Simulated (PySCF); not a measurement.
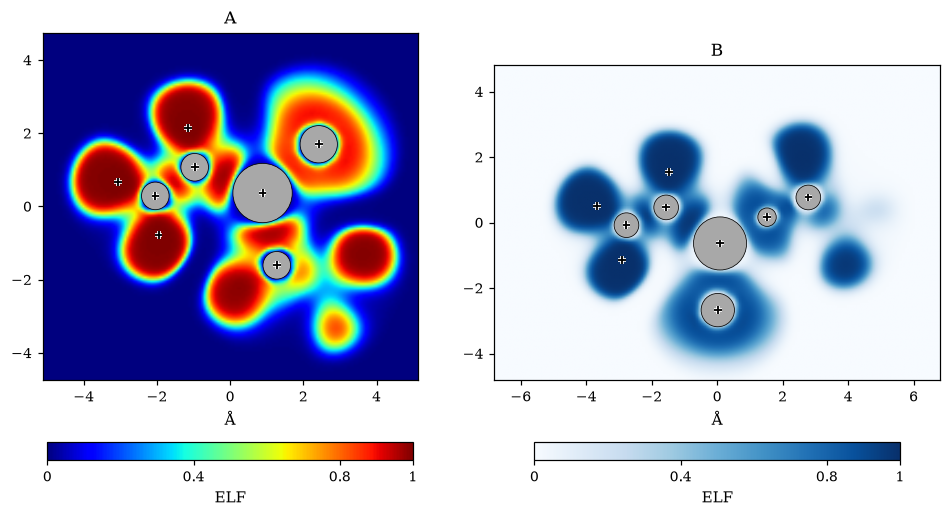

The ELF of 2 systems, each on a plane through atoms (crosses mark nuclei in the plane; grey discs cover the cores).

These are results of PBE0/pcSseg-1, SCF density, gas phase, non-relativistic (PySCF 2.14.0), not measurements.

System 1: C₅H₁₀AlClO, the plane of atoms C1, C2 and Al3. Geometry: GFN2-xTB.

```csv
atom,x (Å),y (Å),z (Å)
C,3.7907,0.4260,1.2448
C,2.4932,0.6398,1.0564
Al,1.4552,-0.3325,-0.3223
Cl,2.3191,-1.7230,-1.5349
O,-0.1421,0.0341,-0.4517
C,-1.5087,0.2752,-0.6188
C,-1.8339,0.3837,-2.1069
C,-2.3127,-0.8407,0.0441
H,4.3373,-0.2918,0.6498
H,4.3708,0.9489,1.9948
H,1.9940,1.3738,1.6850
H,-1.7450,1.2308,-0.1269
H,-1.6060,-0.5593,-2.5989
H,-2.8849,0.6201,-2.2497
H,-1.2277,1.1652,-2.5600
H,-3.3779,-0.6463,-0.0490
H,-2.0771,-1.7908,-0.4307
H,-2.0531,-0.9069,1.0984
```

System 2: C₅H₁₀AlCl, the plane of atoms C2, Al3 and C5. Geometry: GFN2-xTB.

| atom | x (Å) | y (Å) | z (Å) |
| --- | --- | --- | --- |
| C | 3.0205 | 0.0879 | 0.9583 |
| C | 2.6241 | 0.1293 | -0.3126 |
| Al | 0.8047 | -0.3999 | -0.8980 |
| Cl | 0.4196 | -0.4742 | -2.8941 |
| C | -0.6210 | -0.9393 | 0.4157 |
| C | -1.9939 | -0.4095 | -0.0235 |
| C | -1.9855 | 1.1076 | -0.1190 |
| H | 4.0208 | 0.3516 | 1.2789 |
| H | 2.3493 | -0.2178 | 1.7473 |
| H | 3.3674 | 0.4479 | -1.0492 |
| H | -0.6901 | -2.0297 | 0.5331 |
| H | -0.3952 | -0.5556 | 1.4180 |
| H | -2.2494 | -0.8255 | -1.0030 |
| H | -2.7682 | -0.7271 | 0.6817 |
| H | -1.1928 | 1.4218 | -0.8088 |
| H | -2.9352 | 1.4891 | -0.4874 |
| H | -1.7821 | 1.5553 | 0.8516 |

### Match each panel to its system.

Panel A is system 2, C₅H₁₀AlCl: the plane holds C, Al, Cl and H. C–C (1.33 Å): the ELF peaks at about 0.95 between the atoms: a multiple bond. Panel B is system 1, C₅H₁₀AlClO: the plane holds C, Al, Cl, O and H. C–C (1.33 Å): the ELF peaks at about 0.95 between the atoms (a multiple bond).
